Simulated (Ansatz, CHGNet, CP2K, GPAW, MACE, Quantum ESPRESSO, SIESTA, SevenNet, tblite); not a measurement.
# Codes compared on NaH9C4O7 (P-1) (84 atoms)

Aim: run NaH9C4O7 (P-1) (84 atoms) in several programs and set results and cost side by side. A plane-wave run serves as the reference.

Calculated with Ansatz 0.2.0; Kohn-Sham DFT, PBE, PAW, plane waves.

## Step 1: Set-up

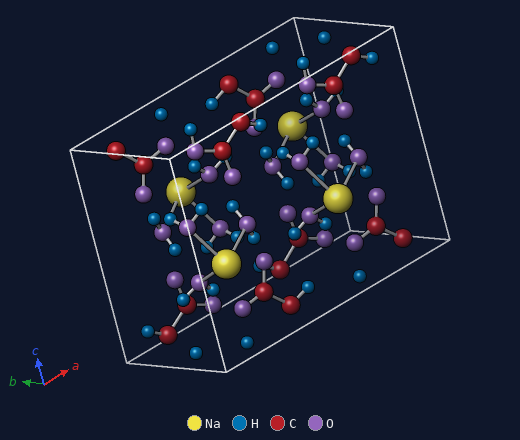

The cell as given, from a free direction (sodium yellow, hydrogen blue, carbon red, oxygen purple). Bonds to atoms that aren't drawn are left out. Some periodic images of atoms are drawn too.

The cell holds 84 atoms: 4 Na, 36 H, 16 C and 28 O. Cell: a = 11.912 Å, b = 6.392 Å, c = 11.230 Å, α = 104.2°, β = 91.5°, γ = 100.2°. It derives from NaH9C4O7 (P-1), repeated 2×1×1. NaH9C4O7, space group P-1, structure from the Crystallography Open Database, 2 x 1 x 1 conventional cells; positions as listed; bonds to H set to neutron lengths (C-H 1.089, N-H 1.015, O-H 0.983, B-H 1.19 Å) where the listed ones are shorter. Then every atom was moved at random, 0.02 Å r.m.s. a Cartesian component (hydrogen 0.6 of that).

## Step 2: Plane-wave reference

The PAW files are the set soft_2.

input.yaml

```yaml
crystal:
  lattice:
    - [11.912, 0.0, 0.0]
    - [-1.13193, 6.29098, 0.0]
    - [-0.30376, -2.8479, 10.85864]
  atoms:
    - { symbol: Na, position: [0.12875, 0.04367, 0.42657] }
    - { symbol: Na, position: [0.37194, 0.9654, 0.57375] }
    - { symbol: H, position: [0.29622, 0.75416, 0.99429] }
    - { symbol: H, position: [0.20428, 0.24773, 0.00243] }
    [... 74 atom lines left out ...]
    - { symbol: O, position: [0.56435, 0.17239, 0.62938] }
    - { symbol: O, position: [0.93693, 0.82875, 0.36854] }
    - { symbol: O, position: [0.60973, 0.33662, 0.34207] }
    - { symbol: O, position: [0.88734, 0.66009, 0.65607] }
    - { symbol: O, position: [0.67475, 0.75546, 0.51499] }
    - { symbol: O, position: [0.8239, 0.24594, 0.48654] }
kpoints:
  mp_grid: { grid: [1, 1, 1] }
hamiltonian:
  xc: pbe
scf:
  occupations: { method: fermi_dirac, width: 0.05 }
output:
  forces: true
  eigenvalues: true
  populations: true
  stress: true
```

Run with:

```sh
ansatz run input.yaml --threads 8 --pin off --max-ram 15872MiB --backend cpu --events-out ev --progress --plain --runs-dir out
```

Numbers of over 12 decimals in the logs are rounded to 6 here.

The program printed:

```text
[...]
Pseudopotentials: kind: paw
Pseudopotential: Na, paw, valence charge 9, recommended cutoff 420 eV (normal), Na.paw.azcp
Pseudopotential: H, paw, valence charge 1, recommended cutoff 420 eV (normal), H.paw.azcp
Pseudopotential: C, paw, valence charge 4, recommended cutoff 420 eV (normal), C.paw.azcp
Pseudopotential: O, paw, valence charge 6, recommended cutoff 420 eV (normal), O.paw.azcp
[... 5 lines on functional and potentials left out ...]
Crystal: 84 atoms, lattice volume = 813.726 Å³
Basis set: ecut = 420 eV, 15905 PW (Γ), exchange–correlation on 160×90×160 points (8 copies of the dense FFT grid, shifted against one another)
Bands: 236, of which v1, the nominal top of the filled ones, is band 152 counted from 1 (151 counted from 0)
Symmetry: 1 space group operations
Space group: P1 (ITA 1), of the structure as read, at distance tolerance 9.3e-5 Å
k-points: 1
[... 9 lines on functional and potentials left out ...]
Initial density: superposition of atomic densities (neutral atoms: chi_scale 0, normalization atom), corrected by the library's trained network
Initial wavefunctions: pseudopotential atomic-orbital guess
[...]
SCF iter   1: F=—  HF=-26427.137516 eV  |F-HF|=—  |Δ(HF+E_count)|=         —  Δρ=6.13e-3  dr2=6.62e-1  ethr=1.77e-3  ⟨swp⟩=5.0  Hψ=961  notcnv=0  defer=60
preconditioner: auto → Resta (q_TF=auto, 2.315 Å⁻¹)  ε∞=2.5  [insulator: Δε(μ)=3.132 eV  Ē_g=18.433 eV  σ=0.050 eV  W_gap=1.00  n_scr=172 (ndim 8)  ℏωp=22.4 eV  f_vac=0.166  D(μ)=0.00/eV (n_scr^D=0)  ε∞_Penn≈2.5]
[...]
SCF iter   9: F=—  HF=-26426.872382 eV  |F-HF|=—  |Δ(HF+E_count)|=   1.65e-6  Δρ=9.43e-6  dr2=5.83e-7  ethr=7.34e-10  ⟨swp⟩=2.0  Hψ=299  notcnv=0  defer=80
SCF iter  10: F=-26426.872382 eV  HF=-26426.872382 eV  |F-HF|=3.72e-8  |Δ(HF+E_count)|=   2.63e-7  Δρ=3.01e-6  dr2=6.13e-8  ethr=3.29e-11  ⟨swp⟩=13.0  Hψ=1709  notcnv=0
SCF 1 converged in 10 iterations: F = -26426.872382 eV  dr2 = 6.13e-8
[...]
SCF converged after 10 iterations
Free energy (F): -26426.872382 eV
Harris-Foulkes:  -26426.872382 eV  (|F-HF|=3.72e-8)
Internal energy: -26426.872382 eV  (E = F + TS)
E sigma→0 (E₀):  -26426.872382 eV
Fermi energy:    1.345143 eV
--- Per-component energies (eV) ---
[...]
Σ components = -26426.872382   (vs F -26426.872382, Δ=0.00e0)
--- Forces (eV/Å), atoms counted from 1 ---
  atom   1  Na     0.00121292    -0.11794174     0.14533791
  atom   2  Na    -0.00203920    -0.07535411    -0.17451409
  atom   3  H     -0.23412036    -0.18734245    -0.56250495
  atom   4  H     -0.00769158     0.06538250     0.82674119
[...]
atom  84  O      0.24399220    -0.66429082    -1.75064111
  max |Σ_I F_I| component: 9.51e-5 eV/Å
--- Stress (GPa, compression-positive) ---
        3.972194      -0.122182       0.742156
       -0.122181       1.483870      -0.207227
        0.742157      -0.207227       4.360655
  P = ⅓ Tr σ = 3.2722 GPa (32.722 kbar)
--- Band table (eV) ---
  k-point 0: bands = ["-47.9847", "-47.9791", "-47.9524", "-47.8996", [... 220 levels ...], "12.7420", "12.7811", "12.8262", "12.8349", "12.9276", "12.9864", "13.0112", "13.0337", "13.1391", "13.2006", "13.2364", "13.3262"]
--- Löwdin populations: 84 sites ---
  site symbol       q [e]
     0     Na      8.2259
     1     Na      8.2257
     2      H      0.6297
[...]
83      O      6.7457
  spilling = 0.010077 (of n_electrons = 304.000000)
```

Run time: 4 s. Hardware: 8 threads of Arm Neoverse V2, shared host; peak memory 0.93 GiB; 24 s of CPU time.

Reading the cycles: dr2 is the Hartree energy of the density residual (eV), the measure of convergence; HF is the Harris–Foulkes estimate of the energy, which meets the free energy F at convergence.

Read from the output:

| Quantity | Value |
| --- | --- |
| free energy | -26426.8724 eV |
| free energy per atom | -314.6056 eV/atom |
| SCF cycles | 10 |
| pressure | 3.272 GPa |
| r.m.s. force component | 1.115 eV/Å |
| longest force | 7.14 eV/Å |
| Fermi energy | 1.345 eV |
| gap (highest filled to lowest empty level) | 2.91 eV |
| spilling of the projection | 0.01008 |

Neighbours are counted within 1.21 Å (H-O), 1.34 Å (H-C), 1.68 Å (O-C), 2.88 Å (O-Na), 1.85 Å (C-C).

Length of the force by element and coordination:

```
element  coordination  atoms  mean length of the force (eV/Å)  spread  least   most
      C           all     16                             2.94    1.99  0.562   7.14
      H           all     36                            0.760   0.394  0.122   1.50
     Na           all      4                            0.181  0.0406  0.117  0.229
      O           all     28                             1.40    1.05  0.212   4.65
      O             1      8                             1.99    1.57  0.212   4.65
      O             2      8                             1.09   0.496  0.533   1.80
      O             3      4                             1.12   0.470  0.659   1.81
      O             4      8                             1.28   0.708  0.406   2.29
```

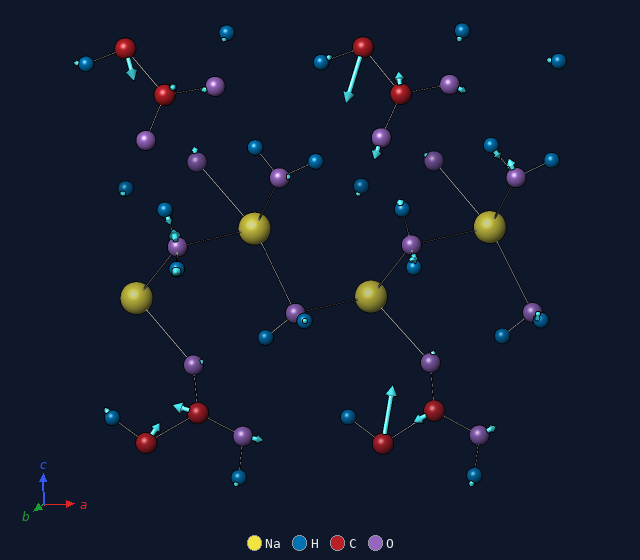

Forces as arrows; the longest in the cell is 7.14 eV/Å. Drawn is a slice 4 Å thick, seen along the normal of the ac plane. Bonds to atoms that aren't drawn are left out.

Löwdin charges by element and coordination (they lack the spilled electrons, 0.036 e an atom on average):

```
element  coordination  atoms  mean charge (e)  spread   least    most
      C           all     16            0.209   0.357  -0.158   0.571
      H           all     36            0.345  0.0701   0.190   0.398
     Na           all      4            0.774  2.0e-4   0.774   0.774
      O           all     28           -0.564   0.145  -0.748  -0.403
      O             1      8           -0.459  0.0308  -0.505  -0.409
      O             2      8           -0.422  0.0142  -0.445  -0.403
      O             3      4           -0.716  0.0051  -0.725  -0.711
      O             4      8           -0.737  0.0089  -0.748  -0.724
```

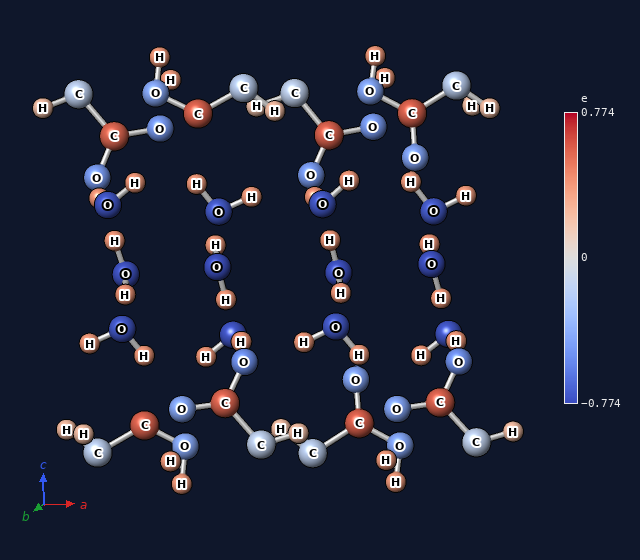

Atoms coloured by Löwdin charge. Drawn is a slice 4 Å thick, seen along the normal of the ac plane. Bonds to atoms that aren't drawn are left out.

The levels nearest the highest filled one (over half full), pooled over k-points and spins:

```
level less the highest filled one (eV)  occupation
                                -0.322           2
                                -0.300           2
                                -0.263           2
                                -0.218           2
                               -0.0296           2
                                     0           2
                                  2.91           0
                                  3.10           0
                                  3.46           0
                                  3.74           0
                                  5.65           0
                                  5.67           0
```

## Step 3: The ladder

The programs:
- CHGNet: machine-learned potential, published weights.
- CP2K 2026.2: Gaussian basis with GTH pseudopotentials and a plane-wave density; labels give functional, basis (MOLOPT sets; SR short-range, UZH the newer set with its own potentials), grid cutoff/relative cutoff and solver (OT: orbital transformation; TRS4, TC2, SIGN: linear-scaling purification with its sparsity filter), or its built-in tight binding.
- GPAW 26.7.0: PAW with atomic orbitals (LCAO), plane waves or a real-space grid of spacing h.
- MACE: machine-learned potential, published weights.
- Quantum ESPRESSO 7.5: plane waves; labels (QE) give functional, pseudopotential set and cutoffs of waves/density.
- SIESTA 5.4.2: numerical atomic orbitals, whose automatically made sets are far from complete, with PseudoDojo norm-conserving potentials that we converted to its format (checked against plane waves on the same files for H, C, O, Si, Ge and Ca alone); labels give functional, basis size, energy shift and mesh cutoff.
- SevenNet: machine-learned potential, published weights.
- tblite 0.8.0: extended tight binding, driven from Python.

All use the same cell and atoms; the electronic-structure runs use the same k-mesh, and an electronic temperature of 580 K (0.05 eV) where levels are smeared.

Differences are against the plane-wave reference, forces as r.m.s. over components; share is that over the reference's r.m.s. force, slope the least-squares factor from reference forces to these. Total energies of different programs have different zeros and aren't compared.

```
                                                                      run  Δ force, r.m.s. (meV/Å)  share (%)  slope  Δ pressure (GPa)  Δ gap (eV)  cores  CPU time  memory (GiB)
                                                                reference                        -          -      -                 -           -      8      24 s          0.93
                                                   CHGNet 0.3.0 potential                      211       18.9  0.931            -0.324           -      1     3.9 s           1.4
                    CP2K PBE+rVV10L, DZVP-UZH, 800/50 Ry, diagonalisation                      275       24.7  1.097              1.05     -0.0077      4    13 min           8.2
                  CP2K PBE, DZVP-UZH, 280/50 Ry, diagonalisation (coarse)                      616       55.2  1.094              1.81      0.0045      2   5.2 min          0.95
                           CP2K PBE, DZVP-UZH, 800/50 Ry, diagonalisation                      252       22.6  1.091              1.62      0.0031      4   6.9 min           4.5
CP2K PBE, SZV-MOLOPT-SR, 800/50 Ry, TRS4 filter 1e-03, SCF 1e-04 (coarse)                     3162        283  1.574              12.0           -      1      43 s           1.7
             CP2K PBE, SZV-MOLOPT-SR, 800/50 Ry, diagonalisation (coarse)                     2674        240  1.936              15.4      -0.441      1     4 min           3.3
                           CP2K PBE, TZVP-UZH, 800/50 Ry, diagonalisation                      201       18.0  1.064              1.33      0.0128      4   7.1 min           4.5
                                             GPAW LDA, LCAO dzp, h 0.18 Å                      510       45.8  1.112                 -     -0.0684      1      72 s          0.89
                                             GPAW PBE, LCAO dzp, h 0.18 Å                      482       43.2  1.160                 -     -0.0161      1      79 s          0.89
                                GPAW PBE, LCAO sz(dzp), h 0.18 Å (coarse)                     2914        261  1.793                 -       -1.18      1      32 s           0.7
                               GPAW PBE, LCAO szp(dzp), h 0.18 Å (coarse)                     1454        130  1.296                 -      -0.401      1      64 s          0.84
                                              MACE MP-0b2 small potential                      255       22.8  1.057            -0.271           -      1     5.7 s          0.67
                          QE PBE+D3(BJ), sssp-1.3.0-efficiency, 60/480 Ry                     35.2       3.15  1.014             -1.20      -0.001      2   3.2 min           1.6
                                              QE PBE, gbrv-1.5, 40/200 Ry                      201       18.0  1.043              1.00     -0.0021      2      83 s          0.65
                                 QE PBE, sssp-1.3.0-efficiency, 60/480 Ry                     35.1       3.15  1.014           -0.0109      -0.001      2   3.1 min           1.5
                     SIESTA PBE, DZP, shift 0.01 Ry, mesh 150 Ry (coarse)                      390       34.9  1.177              1.50      0.0346      1      32 s          0.38
                              SIESTA PBE, DZP, shift 0.01 Ry, mesh 500 Ry                      389       34.8  1.174              1.47      0.0336      2   2.6 min           1.4
                              SIESTA PBE, DZP, shift 0.02 Ry, mesh 500 Ry                      324       29.1  1.145             -1.92      0.0385      2   1.9 min           1.2
                      SIESTA PBE, SZ, shift 0.01 Ry, mesh 500 Ry (coarse)                     3053        274  1.857              20.8       -1.75      1      53 s          0.61
                                                     SevenNet 0 potential                      242       21.7  0.958             0.202           -      1     7.3 s           1.1
                                                          tblite GFN1-xTB                      455       40.8  0.883             -3.88           -      1     2.6 s          0.13
                                                          tblite GFN2-xTB                      378       33.9  0.892             -3.68           -      1     6.6 s          0.13
```

Rows marked coarse were listed beforehand as settings not expected to be converged; some can still land near the reference.

Times of the machine-learned potentials are mostly Python's start and the loading of weights.

CPU time is summed over cores on a shared host, where runs went side by side, so it is rough. Symmetry, cutoffs, thresholds, outputs and thread counts weren't matched or tuned between programs; memory under MPI is the largest rank's times the ranks.

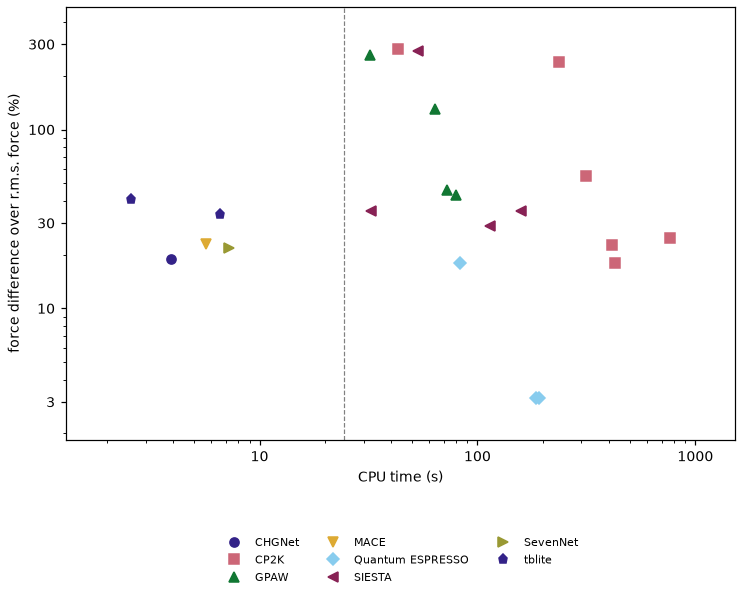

Force difference against CPU time; the dashed line marks the reference's time.

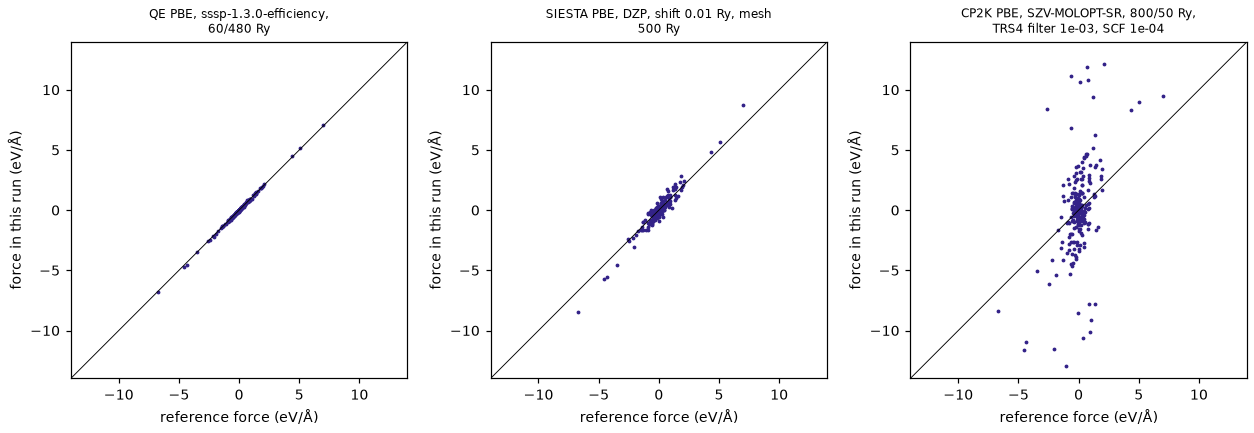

Force components against those of the reference; the line marks equality.

Runs without a result: CP2K GFN1-xTB, diagonalisation (not converged, the SCF not settling); CP2K PBE, SZV-MOLOPT-SR, 800/50 Ry, TRS4 filter 1e-04, SCF 1e-05 (cut off at its time limit of 7.8 min); CP2K PBE, SZV-MOLOPT-SR, 800/50 Ry, TRS4 filter 1e-06, SCF 1e-06 (cut off at its time limit of 7.8 min).

Mean charges by element (e), by run and scheme:

```
                                                  run     scheme     Na      H      C      O
                                            reference     Löwdin  +0.77  +0.35  +0.21  -0.56
CP2K PBE+rVV10L, DZVP-UZH, 800/50 Ry, diagonalisation   Mulliken  +0.89  +0.26  +0.09  -0.52
       CP2K PBE, DZVP-UZH, 800/50 Ry, diagonalisation   Mulliken  +0.91  +0.27  +0.09  -0.52
       CP2K PBE, TZVP-UZH, 800/50 Ry, diagonalisation   Mulliken  +0.92  +0.30  +0.19  -0.62
          SIESTA PBE, DZP, shift 0.01 Ry, mesh 500 Ry  Hirshfeld  +0.21  +0.07  +0.07  -0.16
          SIESTA PBE, DZP, shift 0.02 Ry, mesh 500 Ry  Hirshfeld  +0.17  +0.05  +0.07  -0.13
                                      tblite GFN1-xTB   Mulliken  +0.50  +0.30  +0.26  -0.60
                                      tblite GFN2-xTB   Mulliken  +0.65  +0.25  +0.18  -0.52
```

The reference's Löwdin charges lack the electrons that the projection spills, 0.036 e an atom on average.

Within one program, basis, potentials and functional, energies share a zero. Each run against its twin at the usual cutoff or grid and solver:

```
                                                             run                                       twin  Δ energy (meV/atom)  Δ force, r.m.s. (meV/Å)         CPU time over the twin's
                  CP2K PBE, DZVP-UZH, 280/50 Ry, diagonalisation       DZVP-UZH, 800/50 Ry, diagonalisation                -8.07                      548  0.76 (this twin ran on 4 cores)
CP2K PBE, SZV-MOLOPT-SR, 800/50 Ry, TRS4 filter 1e-03, SCF 1e-04  SZV-MOLOPT-SR, 800/50 Ry, diagonalisation                  121                     1494                             0.18
                     SIESTA PBE, DZP, shift 0.01 Ry, mesh 150 Ry            DZP, shift 0.01 Ry, mesh 500 Ry                 1.04                     30.5  0.20 (this twin ran on 2 cores)
```

## Step 4: What came out

| Item | Value |
| --- | --- |
| reference r.m.s. force component | 1.12 eV/Å |
| nearest in forces | a tie at 3.2 % of 2 runs: QE PBE+D3(BJ), sssp-1.3.0-efficiency, 60/480 Ry; QE PBE, sssp-1.3.0-efficiency, 60/480 Ry |
| farthest in forces | CP2K PBE, SZV-MOLOPT-SR, 800/50 Ry, TRS4 filter 1e-03, SCF 1e-04 (coarse), 283 % |
| cheapest electronic-structure run beside the reference | tblite GFN1-xTB, 2.6 s of CPU time |

PBE on plane waves or a grid with other potentials, cutoffs or grids, coarse settings apart, differs from the reference by 3.2 % (QE PBE, sssp-1.3.0-efficiency, 60/480 Ry) to 18 % (QE PBE, gbrv-1.5, 40/200 Ry) of the r.m.s. force; this holds the reference's own error, so differences of a few per cent don't tell which side is nearer the exact PBE result (QE's 40 Ry are 544 eV, against the reference's 420 eV). QE PBE, gbrv-1.5, 40/200 Ry stands apart from the other plane-wave or grid runs, so its own grid or potentials are the likelier cause. The PBE runs in local orbitals, coarse settings apart, differ by 18 % (CP2K PBE, TZVP-UZH, 800/50 Ry, diagonalisation) to 43 % (GPAW PBE, LCAO dzp, h 0.18 Å); basis, grid and potentials can all enter. Tight binding differs by 34 % (tblite GFN2-xTB) to 41 % (tblite GFN1-xTB); it is another model, with fitted parameters of its own, and the xTB methods hold dispersion. Machine-learned potentials differ by 19 % (CHGNet 0.3.0 potential) to 23 % (MACE MP-0b2 small potential); they were trained on other programs' data. Rows with another functional or a dispersion term differ by 3.2 % (QE PBE+D3(BJ), sssp-1.3.0-efficiency, 60/480 Ry) to 46 % (GPAW LDA, LCAO dzp, h 0.18 Å), which mixes the change of model with differences of basis and potentials. Runs with settings chosen to be coarse differ by 35 % (SIESTA PBE, DZP, shift 0.01 Ry, mesh 150 Ry) to 283 % (CP2K PBE, SZV-MOLOPT-SR, 800/50 Ry, TRS4 filter 1e-03, SCF 1e-04), their programs' other errors included. Of the electronic-structure runs that take under half the reference's CPU time, tblite GFN2-xTB comes nearest, at 34 % in 6.6 s against 24 s; its pressure misses by -3.7 GPa. SIESTA PBE, DZP, shift 0.01 Ry, mesh 150 Ry stiffens the forces by a factor of 1.18 while following their directions (correlation 0.969). In GPAW PBE, LCAO dzp, h 0.18 Å the difference has nearly one length on every H (0.67 eV/Å) and points along its bond, outwards: this method prefers longer bonds, and stiff bonds to hydrogen turn a small shift into a large force. At the same functional, gaps differ from the reference's 2.91 eV by between -1.75 and +0.04 eV. These are spacings on the run's k-points, which needn't hold the band edges. In pressure, SIESTA PBE, SZ, shift 0.01 Ry, mesh 500 Ry misses by +20.8 GPa, at the same functional. Charges hang on model, scheme and program or settings: among these rows the mean for Na runs from +0.17 to +0.92 e. In the reference: filled and empty levels are parted by 2.91 eV at Γ alone; the mesh holds the band edges only if they fold onto it, so the gap at this level can be narrower or closed, while semilocal functionals tend to narrow gaps against experiment. In the reference: mean Löwdin charges: C +0.21, H +0.35, Na +0.77, O -0.56 e (they miss 1.0 % of the electrons, so they add up to more than the cell's charge). Periodic xTB results under one method name differ between programs and library versions. With short bonds to hydrogen, sets of potentials differ among themselves by several per cent in forces even at converged cutoffs, so the reference isn't exact here either. GBRV, made for solids, lies farthest in such cells, whatever the cutoff. The potentials hold different valence shells: 304 electrons in the reference, 296 in GPAW; this bears on time and differences. Machine-learned potentials mimic data converged in k, so the reference's own k-point error enters their differences. The reference's PBE has no dispersion term, which matters for the binding between molecules or layers. The published positions, changed by the recipe (random displacements or longer bonds to H), lie far from the minimum at this level of theory. The reference's pressure of 3.3 GPa belongs to a cell and atoms that aren't relaxed at this level. The electronic-structure runs sample only Γ, in a cell whose shortest periodic width is 6 Å.

[Also dropped from logs without a mark: logging warnings of Python, and SIESTA's first energy breakdown and zero terms.]

[Logs are printed without paths, hosts, clocks, repeated set-up lines and the standing remarks that a program may print on its own settings, such as how far it seeks lower states.]

[Hosts, paths, dates, database ids (printed as entryN), source tags and the programs' standing remarks are cut or masked in the printed files.]
